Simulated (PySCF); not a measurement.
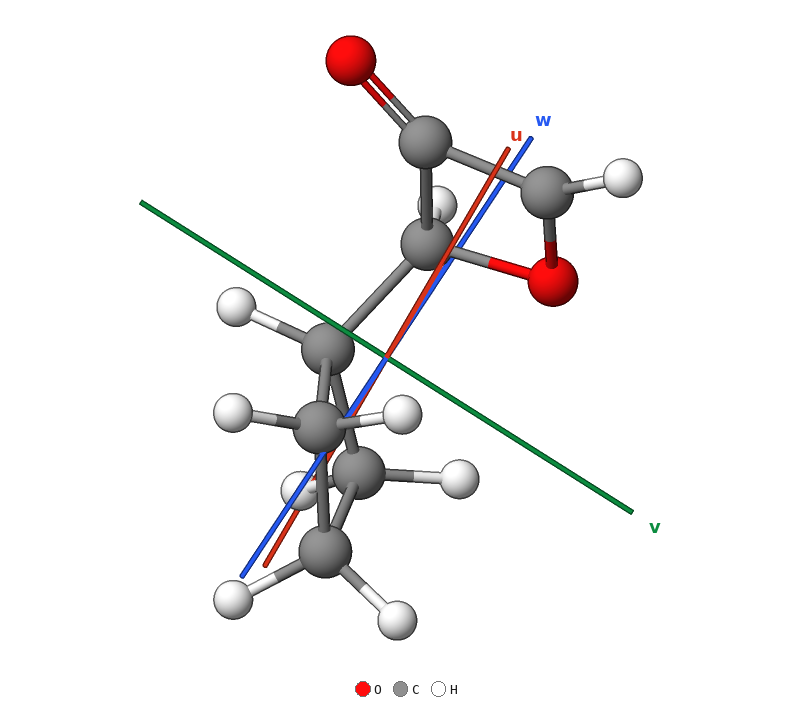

The lines u, v and w are the principal axes of the g tensor. State: neutral, doublet. Computed geometry: GFN2-xTB optimisation. No frequency run is at hand to confirm it as a minimum. Properties computed with UKS B3LYP, pcH-1 on C H O, non-relativistic, mean-field spin-orbit, GIAO (PySCF 2.14.0).

Along which axis does g lie farthest from the free-electron value?

Answer. Along v: the shift is 5305 ppm.

Give the principal values and shifts.

| axis | g | shift (ppm) |
| --- | --- | --- |
| u | 2.00512 | 2804 |
| v | 2.00762 | 5305 |
| w | 2.00204 | −283 |
